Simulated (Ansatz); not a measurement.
**doublet [SiPH5O2]+: levels of theory compared**

We compute a comparison of 6 runs (UHF/STO-3G, U-revPBE/6-31G*, U-wB97M-V/6-31G*, U-wB97X/6-31G*, UB3LYP/6-31G*, RPA@PBE/6-31G*) of doublet [SiPH5O2]+. 

Program for the calculation: Ansatz 0.2.0.

84 further runs of the same task are left out: 84 set aside as unsound or not needed.

**1. The molecule**

[SiPH5O2]+ has 9 atoms, charge +1, and is taken as a doublet. As SMILES of the parent species, `O[SiH2]OP`. Geometry: relaxed at PBE0-D4/def2-TZVP. This is one conformer, not always the lowest. That shape belongs to the parent species and isn't relaxed for this state.

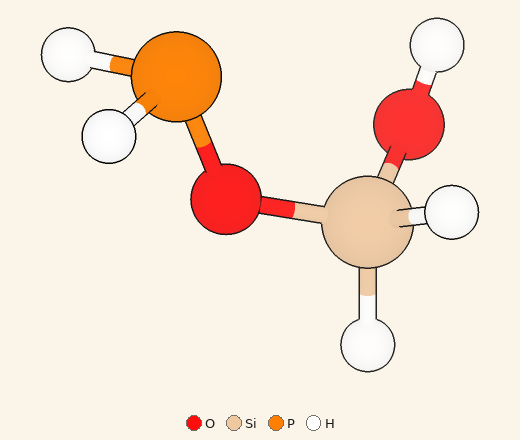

Viewed from a chosen angle; oxygen red, silicon light orange, phosphorus orange, hydrogen white.

**2. A single-point energy at UHF/STO-3G (run 1)**

The input, molecule.yaml:

```yaml
crystal:
  periodic: [false, false, false]
  atoms:
    - {symbol: O, position_ang: [-0.307900, 1.144300, -1.642900]}
    - {symbol: Si, position_ang: [0.817700, 0.562000, -0.606400]}
    - {symbol: O, position_ang: [0.302400, -0.778100, 0.201800]}
    - {symbol: P, position_ang: [-0.942200, -0.834900, 1.277600]}
    - {symbol: H, position_ang: [-0.998700, 1.706900, -1.290600]}
    - {symbol: H, position_ang: [1.170600, 1.605300, 0.391300]}
    - {symbol: H, position_ang: [1.964500, 0.123500, -1.421100]}
    - {symbol: H, position_ang: [-0.305900, -1.590900, 2.302600]}
    - {symbol: H, position_ang: [-1.612000, -1.984300, 0.770600]}
basis:
  gaussian:
    orbitals: STO-3G
hamiltonian:
  xc: hf
total_charge: 1
magnetization:
  spin_polarized: true
  initial_magnetization: 1
output:
  orbitals: {seedname: orbitals}
accuracy: high
```

Launch:

```bash
$ ansatz run molecule.yaml --threads 1 --pin off --max-ram 3480MiB --events-out events.jsonl --progress --plain --runs-dir runs
```

The log of the run:

```text
Warning: RAYON_NUM_THREADS=1 ignored (pool sized by the plan → 1); use --threads N
Functional definition: HF
  name "HF"
  exchange = exact_x
  correlation = 0
665 factors; integrals over basis functions are off by at most 2.3e-8 eV
mean field evaluation 1: about -21026.2455 eV, gradient 2.6e1 eV
mean field evaluation 2: about -21026.3375 eV, gradient 2.6e1 eV
mean field evaluation 4: about -21031.6830 eV, gradient 2.6e0 eV
mean field evaluation 8: about -21032.1673 eV, gradient 6.8e-1 eV
mean field evaluation 16: about -21032.2083 eV, gradient 2.2e-8 eV
mean field evaluation 32: about -21031.8819 eV, gradient 8.4e-1 eV
mean field evaluation 64: about -21029.9828 eV, gradient 4.0e0 eV
mean field evaluation 96: about -21032.0999 eV, gradient 9.7e-2 eV
mean field -21032.20834364 eV, -772.9194004860 hartree, gradient 2.7e-8 eV, S^2 0.778855; 2 other end points of the search recorded, 0 dependent functions left out
reference -21032.20834364 eV, -772.9194004860 hartree; 25, 24 occupied and 8, 9 virtual orbitals, 665 factors
Total energy: -21032.20834364 eV, -772.9194004860 hartree
```

Run time: 0.42 s. Hardware: 1 thread of AMD EPYC 9R45 (Zen 5), shared host.

**3. A single-point energy at U-revPBE/6-31G(d) (spherical functions) (run 2)**

The input, in.yaml:

```yaml
basis:
  gaussian: {orbitals: 6-31G_st_-spherical.json}
crystal:
  periodic: [false, false, false]
  atoms:
    - {symbol: O, position_ang: [-0.307900, 1.144300, -1.642900]}
    - {symbol: Si, position_ang: [0.817700, 0.562000, -0.606400]}
    - {symbol: O, position_ang: [0.302400, -0.778100, 0.201800]}
    - {symbol: P, position_ang: [-0.942200, -0.834900, 1.277600]}
    - {symbol: H, position_ang: [-0.998700, 1.706900, -1.290600]}
    - {symbol: H, position_ang: [1.170600, 1.605300, 0.391300]}
    - {symbol: H, position_ang: [1.964500, 0.123500, -1.421100]}
    - {symbol: H, position_ang: [-0.305900, -1.590900, 2.302600]}
    - {symbol: H, position_ang: [-1.612000, -1.984300, 0.770600]}
accuracy: high
output: {orbitals: {seedname: orbitals}}
hamiltonian: {xc: {name: revPBE}}
magnetization: {spin_polarized: true, initial_magnetization: 1}
total_charge: 1
```

The basis set 6-31G* is read from a file made from the Basis Set Exchange's data (not shown).

Launch:

```bash
$ ansatz run in.yaml --threads 1 --pin off --max-ram 3480MiB --events-out events.jsonl --progress --plain --runs-dir runs
```

The log of the run:

```text
Warning: RAYON_NUM_THREADS=1 ignored (pool sized by the plan → 1); use --threads N
Functional definition: revPBE
  name "revPBE"
  parameter kappa = 1.245
  parameter beta = 0.06672455060314922
  exchange = pbe_x(kappa = kappa, mu = beta*pi^2/3)
  correlation = pbe_c(beta = beta)
1666 factors; integrals over basis functions are off by at most 4.4e-9 eV
mean field evaluation 1: about -21307.1104 eV, gradient 7.5e1 eV
mean field evaluation 2: about -21059.5378 eV, gradient 1.9e2 eV
mean field evaluation 4: about -21315.1680 eV, gradient 4.7e1 eV
mean field evaluation 8: about -21328.1135 eV, gradient 2.7e0 eV
mean field evaluation 16: about -21328.1651 eV, gradient 2.1e-2 eV
mean field evaluation 32: about -21325.0812 eV, gradient 1.9e1 eV
mean field -21328.16509223 eV, -783.7956103900 hartree, gradient 1.5e-8 eV, S^2 0.751709; 6 other end points of the search recorded, 0 dependent functions left out
reference -21328.16509672 eV, -783.7956105547 hartree; 25, 24 occupied and 49, 50 virtual orbitals, 1666 factors
Total energy: -21328.16509672 eV, -783.7956105547 hartree
```

Wall time 6 s (1 thread of AMD EPYC 9R45 (Zen 5), shared host); peak memory 0.28 GiB.

Runs 3 to 5 aren't shown in full; the table further down has their settings and results.

**4. The energy at RPA@PBE/6-31G(d) (spherical functions) (run 6)**

The input, in.yaml:

```yaml
crystal:
  periodic: [false, false, false]
  atoms:
    - symbol: O
      position_ang: [-0.307900, 1.144300, -1.642900]
    - symbol: Si
      position_ang: [0.817700, 0.562000, -0.606400]
    - symbol: O
      position_ang: [0.302400, -0.778100, 0.201800]
    - symbol: P
      position_ang: [-0.942200, -0.834900, 1.277600]
    - symbol: H
      position_ang: [-0.998700, 1.706900, -1.290600]
    - symbol: H
      position_ang: [1.170600, 1.605300, 0.391300]
    - symbol: H
      position_ang: [1.964500, 0.123500, -1.421100]
    - symbol: H
      position_ang: [-0.305900, -1.590900, 2.302600]
    - symbol: H
      position_ang: [-1.612000, -1.984300, 0.770600]
basis:
  gaussian:
    orbitals: 6-31G_st_-spherical.json
total_charge: 1
magnetization:
  spin_polarized: true
  initial_magnetization: 1
hamiltonian:
  xc: {name: PBE}
correlation:
  method: rpa
  frozen_orbitals: {H: 0, O: 1, P: 5, Si: 5}
accuracy: high
```

The basis set 6-31G* is read from a file made from the Basis Set Exchange's data (not shown).

Launch:

```bash
$ ansatz run in.yaml --threads 1 --pin off --max-ram 3480MiB --events-out events.jsonl --progress --plain --runs-dir runs
```

The log of the run, shortened:

```text
Warning: RAYON_NUM_THREADS=1 ignored (pool sized by the plan → 1); use --threads N
Functional definition: PBE
  name "PBE"
[...]
1666 factors; integrals over basis functions are off by at most 4.4e-9 eV
[...]
mean field -21320.07337097 eV, -783.4982451185 hartree, gradient 6.7e-8 eV, S^2 0.751584; 6 other end points of the search recorded, 0 dependent functions left out
12 core orbitals not correlated: weight in the atoms' cores, before any rotation towards them, 1.000 or more for the frozen orbitals, at most 0.000 for the correlated occupied ones
reference -21277.70504582 eV, -781.9412378874 hartree; 13, 12 occupied and 49, 50 virtual orbitals, 1666 factors
Total energy: -21301.58405115 eV, -782.8187751476 hartree
```

It took 8.4 s on 1 thread of AMD EPYC 9R45 (Zen 5), shared host; peak memory 0.33 GiB.

**5. Overview of the runs**

```csv
run,level,frozen core orbitals,energy (Eh),HOMO energy (eV),LUMO energy (eV),⟨S²⟩,wall time
1,UHF/STO-3G,–,-772.919400,-15.13,-3.93,0.779,0.42 s
2,U-revPBE/6-31G* (spherical functions),–,-783.795611,-12.65,-12.27,0.752,6 s
3,U-wB97M-V/6-31G* (spherical functions),–,-783.874731,-15.88,-9.93,0.754,63 s
4,U-wB97X/6-31G* (spherical functions),–,-783.916523,-16.03,-9.82,0.755,27 s
5,UB3LYP/6-31G* (spherical functions),–,-784.009058,-13.58,-12.03,0.754,7.2 s
6,RPA@PBE/6-31G* (spherical functions),12,-782.818775,–,–,0.752,8.4 s
```

**6. What came out**

| quantity | value |
| --- | --- |
| run 6: total energy | -782.81878 Eh |
| run 6: RPA correlation energy (valence) | -877.5 mEh |
| run 6: ⟨S²⟩ of the reference determinant | 0.752 |

What this shows: Totals of different functionals can't be ranked against each other. In run 1 the basis is minimal, so the values are rough. All runs together took 1.9 min, the longest 63 s.
